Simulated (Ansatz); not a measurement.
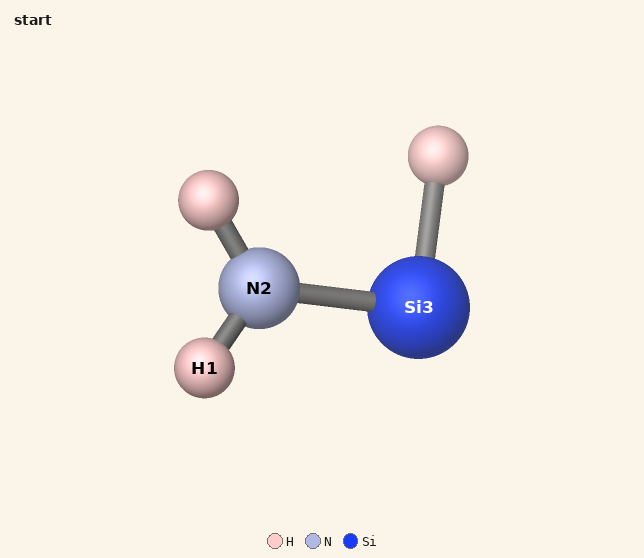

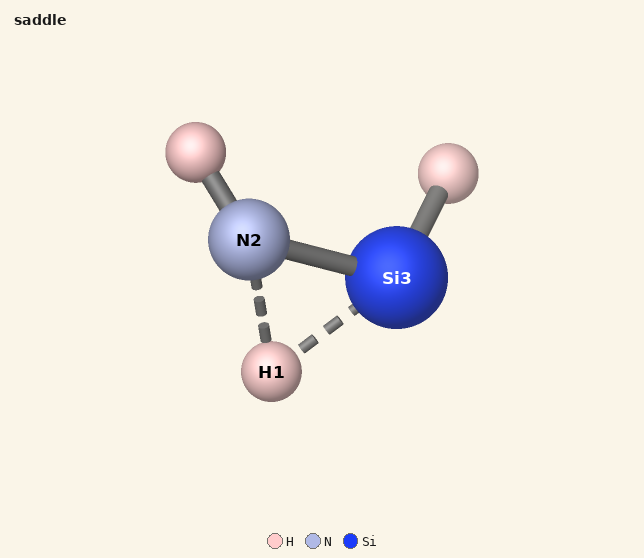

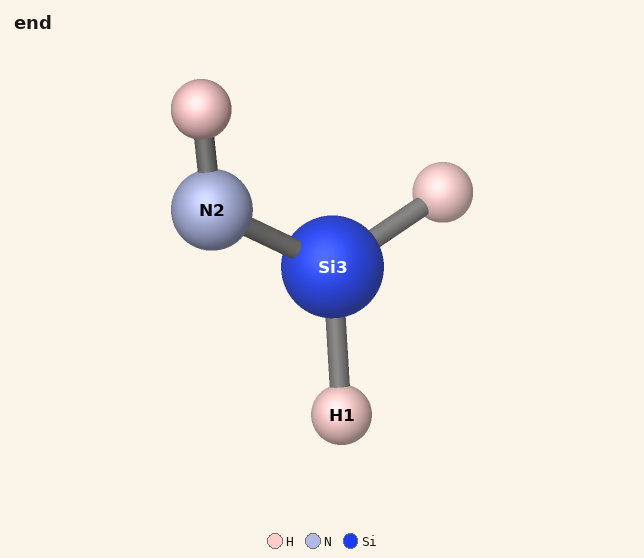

A saddle point and the two end points reached downhill from it. Broken sticks mark bonds that form or break. The species is neutral and a spin singlet. Geometries: PBE0-D4/def2-TZVP; all other levels are single points on them, and energies count from the start as drawn. Program: Ansatz 0.2.0. In CBS estimates cores are frozen, and CCSD(T) − MP2 is taken in the smaller basis.

**Which bonds form and which break from start to end?**

Formed: H1–Si3; broken: H1–N2. At the saddle point H1···Si3 is 1.56 Å, H1···N2 is 1.60 Å.

Give the electronic barrier and the reaction energy from start to end in eV (no zero-point energy) with CCSD(T)/CBS (MP2 limit from def2-TZVPP and def2-QZVPP plus CCSD(T) − MP2); r2SCAN-D4/def2-TZVPP; r2SCAN0-D4/def2-TZVPP; B97M-V/def2-TZVPP; BLYP-D4/def2-TZVPP; CAM-B3LYP-D4/def2-TZVPP.

| level | barrier | reaction energy |
| --- | --- | --- |
| CCSD(T)/CBS (MP2 limit from def2-TZVPP and def2-QZVPP plus CCSD(T) − MP2) | 2.939 | +0.669 |
| r2SCAN-D4/def2-TZVPP | 2.785 | +0.589 |
| r2SCAN0-D4/def2-TZVPP | 3.028 | +0.694 |
| B97M-V/def2-TZVPP | 2.865 | +0.716 |
| BLYP-D4/def2-TZVPP | 2.705 | +0.620 |
| CAM-B3LYP-D4/def2-TZVPP | 3.105 | +0.746 |
